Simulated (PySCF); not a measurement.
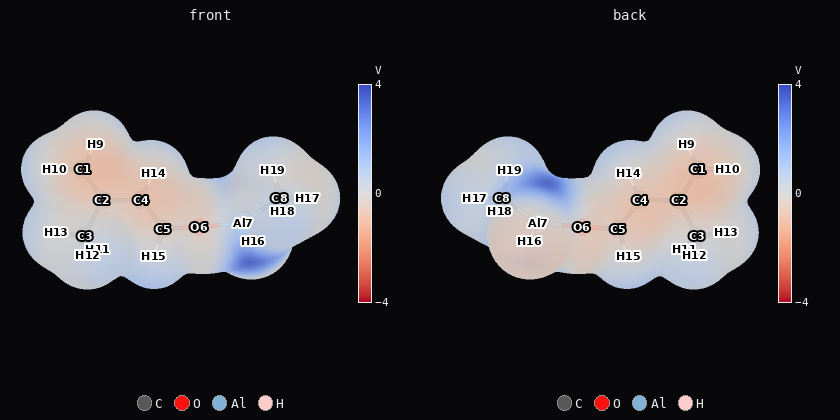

The picture shows: C6H11AlO (SMILES C=C(C)/C=C/[O][AlH][CH3]). The molecular electrostatic potential painted on the density surface at 0.002 e/bohr³, seen from the front and from behind; red is negative and blue positive.

Geometry: GFN2-xTB.

Theory: PBE0/pcSseg-1, SCF density, gas phase, non-relativistic (PySCF).

| atom | x (Å) | y (Å) | z (Å) |
| --- | --- | --- | --- |
| C | -2.9078 | 0.4591 | -1.4759 |
| C | -2.2302 | 0.1638 | -0.3662 |
| C | -2.9200 | 0.0686 | 0.9629 |
| C | -0.7998 | -0.0773 | -0.4211 |
| C | -0.0285 | -0.3961 | 0.6187 |
| O | 1.2957 | -0.6184 | 0.5154 |
| Al | 2.9166 | -0.8996 | 0.3061 |
| C | 4.2500 | 0.5014 | -0.1598 |
| H | -2.4246 | 0.5280 | -2.4355 |
| H | -3.9691 | 0.6387 | -1.4623 |
| H | -2.4790 | 0.7669 | 1.6720 |
| H | -2.8220 | -0.9368 | 1.3691 |
| H | -3.9771 | 0.2990 | 0.8594 |
| H | -0.3332 | 0.0072 | -1.3945 |
| H | -0.4154 | -0.5010 | 1.6255 |
| H | 3.2606 | -2.3732 | 0.5388 |
| H | 5.2545 | 0.0837 | -0.2600 |
| H | 4.3047 | 1.2866 | 0.6017 |
| H | 4.0147 | 1.0087 | -1.1016 |

> Where is the surface potential most negative and most positive?

The most negative region (about −0.9 V, or −21 kcal/mol for a unit charge) lies over the π face of C1 and C2, the most positive (about +3.3 V, or +76 kcal/mol for a unit charge) over Al7.

> How polar is the molecule by this calculation?

Its dipole moment is 1.16 D.
